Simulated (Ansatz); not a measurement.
The starting structures come from a database of crystals and need not be the phases stable at ambient conditions.

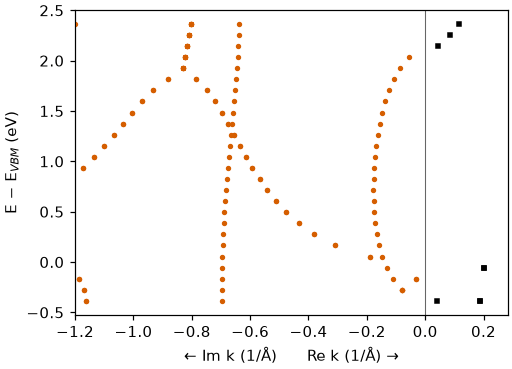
Complex bands at the centre of the two-dimensional zone; r2SCAN (Ansatz, a first-principles code)

The gap is the functional's own. No spin-orbit coupling. Mid-gap values are interpolated on the energy grid.

This is CuI (P-3m1, not sure to be the ambient phase, 4 atoms a cell, 25.5 Å³ an atom) along the normal of (001). Read off the slowest decay at the centre of the two-dimensional zone at 1.04 eV, the computed energy nearest the middle of the gap.

κ ≈ 0.17 1/Å, a decay length 1/(2κ) of the density of 2.9 Å.
